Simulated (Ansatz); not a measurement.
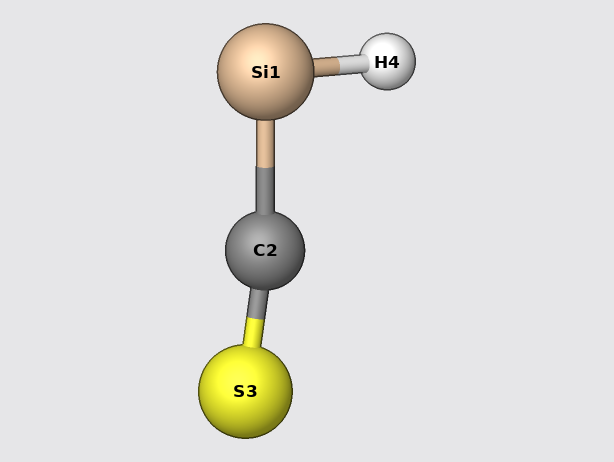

State: charge +1, singlet. Computed geometry: PBE0-D4/def2-TZVP optimisation. No frequency run is at hand to confirm it as a minimum.

**Describe the coordination of atom 1.**

Si1 has 2 neighbours (C2 at 1.91, H4 at 1.52 Å); the arrangement is bent.
